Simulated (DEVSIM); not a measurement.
Device: Schottky contact on n-type Si, at 250 K.

| layer (left to right) | material | thickness (μm) | Nd (cm⁻³) | τn (s) | τp (s) |
|---|---|---|---|---|---|
| 1 | Si | 11.0 | 1.8e15 | 0.00098 | 0.00098 |

Left contact: Schottky, work function 4.48 eV, emission velocity 2.5e6 cm/s. Right contact: ohmic. Voltage is applied to the left contact. Recombination: SRH at mid-gap, Auger. Mobility is constant in doping.

Constants are typed, rounded textbook-type inputs, not results; the design itself was drawn at random and stands for no fabricated device. Values at 300 K; Nc and Nv go as T^1.5, mobilities as T to minus their exponent, the gap by Varshni's rule with the affinity fixed.

```tsv
parameter	Si
gap (eV)	1.124
affinity (eV)	4.05
permittivity	11.7
Nc (cm⁻³)	2.86e19
Nv (cm⁻³)	3.1e19
μn (cm²/Vs)	1417
μp (cm²/Vs)	470
T exponent of μn	2.3
T exponent of μp	2.2
Cn (cm⁶/s)	2.8e-31
Cp (cm⁶/s)	9.9e-32
Varshni α (eV/K)	0.000473
Varshni β (K)	636
```

Model (solved in DEVSIM): 1D drift-diffusion, Boltzmann statistics, complete ionisation; no tunnelling, impact ionisation, image-force lowering or self-heating. Metal contacts follow the ideal Schottky-Mott rule: no Fermi-level pinning, no interface dipoles.

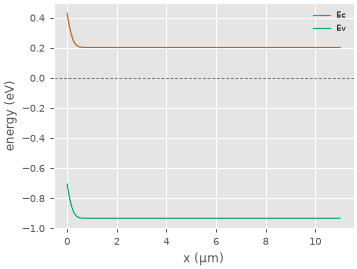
Figure. Band edges at zero bias

Energies count from the Fermi level of the right contact; mesh points crowd at the junctions.

```json
[
 {"x (μm)": "0.000", "Ec (eV)": "0.430", "Ev (eV)": "-0.706", "n (cm⁻³)": "4.7e10", "p (cm⁻³)": "140000", "field (V/cm)": "-11000"},
 {"x (μm)": "0.01515", "Ec (eV)": "0.414", "Ev (eV)": "-0.722", "n (cm⁻³)": "9.8e10", "p (cm⁻³)": "66000", "field (V/cm)": "-10000"},
 {"x (μm)": "0.03729", "Ec (eV)": "0.392", "Ev (eV)": "-0.744", "n (cm⁻³)": "2.7e11", "p (cm⁻³)": "24000", "field (V/cm)": "-9700"},
 {"x (μm)": "0.07587", "Ec (eV)": "0.357", "Ev (eV)": "-0.779", "n (cm⁻³)": "1.4e12", "p (cm⁻³)": "4600", "field (V/cm)": "-8600"},
 {"x (μm)": "0.1598", "Ec (eV)": "0.294", "Ev (eV)": "-0.842", "n (cm⁻³)": "2.5e13", "p (cm⁻³)": "250", "field (V/cm)": "-6300"},
 {"x (μm)": "0.2754", "Ec (eV)": "0.240", "Ev (eV)": "-0.897", "n (cm⁻³)": "3.2e14", "p (cm⁻³)": "< 1e2", "field (V/cm)": "-3300"},
 {"x (μm)": "0.4637", "Ec (eV)": "0.208", "Ev (eV)": "-0.928", "n (cm⁻³)": "1.4e15", "p (cm⁻³)": "< 1e2", "field (V/cm)": "-610"},
 {"x (μm)": "0.8734", "Ec (eV)": "0.203", "Ev (eV)": "-0.934", "n (cm⁻³)": "1.8e15", "p (cm⁻³)": "< 1e2", "field (V/cm)": "≈ 0"},
 {"x (μm)": "1.438", "Ec (eV)": "0.203", "Ev (eV)": "-0.934", "n (cm⁻³)": "1.8e15", "p (cm⁻³)": "< 1e2", "field (V/cm)": "≈ 0"},
 {"x (μm)": "2.356", "Ec (eV)": "0.203", "Ev (eV)": "-0.934", "n (cm⁻³)": "1.8e15", "p (cm⁻³)": "< 1e2", "field (V/cm)": "≈ 0"},
 {"x (μm)": "3.698", "Ec (eV)": "0.203", "Ev (eV)": "-0.934", "n (cm⁻³)": "1.8e15", "p (cm⁻³)": "< 1e2", "field (V/cm)": "≈ 0"},
 {"x (μm)": "6.695", "Ec (eV)": "0.203", "Ev (eV)": "-0.934", "n (cm⁻³)": "1.8e15", "p (cm⁻³)": "< 1e2", "field (V/cm)": "≈ 0"},
 {"x (μm)": "8.256", "Ec (eV)": "0.203", "Ev (eV)": "-0.934", "n (cm⁻³)": "1.8e15", "p (cm⁻³)": "< 1e2", "field (V/cm)": "≈ 0"},
 {"x (μm)": "9.324", "Ec (eV)": "0.203", "Ev (eV)": "-0.934", "n (cm⁻³)": "1.8e15", "p (cm⁻³)": "< 1e2", "field (V/cm)": "≈ 0"},
 {"x (μm)": "10.14", "Ec (eV)": "0.203", "Ev (eV)": "-0.934", "n (cm⁻³)": "1.8e15", "p (cm⁻³)": "< 1e2", "field (V/cm)": "≈ 0"},
 {"x (μm)": "10.46", "Ec (eV)": "0.203", "Ev (eV)": "-0.934", "n (cm⁻³)": "1.8e15", "p (cm⁻³)": "< 1e2", "field (V/cm)": "≈ 0"},
 {"x (μm)": "10.68", "Ec (eV)": "0.203", "Ev (eV)": "-0.934", "n (cm⁻³)": "1.8e15", "p (cm⁻³)": "< 1e2", "field (V/cm)": "≈ 0"},
 {"x (μm)": "10.81", "Ec (eV)": "0.203", "Ev (eV)": "-0.934", "n (cm⁻³)": "1.8e15", "p (cm⁻³)": "< 1e2", "field (V/cm)": "≈ 0"},
 {"x (μm)": "10.91", "Ec (eV)": "0.203", "Ev (eV)": "-0.934", "n (cm⁻³)": "1.8e15", "p (cm⁻³)": "< 1e2", "field (V/cm)": "≈ 0"},
 {"x (μm)": "10.95", "Ec (eV)": "0.203", "Ev (eV)": "-0.934", "n (cm⁻³)": "1.8e15", "p (cm⁻³)": "< 1e2", "field (V/cm)": "≈ 0"},
 {"x (μm)": "10.98", "Ec (eV)": "0.203", "Ev (eV)": "-0.934", "n (cm⁻³)": "1.8e15", "p (cm⁻³)": "< 1e2", "field (V/cm)": "≈ 0"},
 {"x (μm)": "11.00", "Ec (eV)": "0.203", "Ev (eV)": "-0.934", "n (cm⁻³)": "1.8e15", "p (cm⁻³)": "< 1e2", "field (V/cm)": "≈ 0"}
]
```
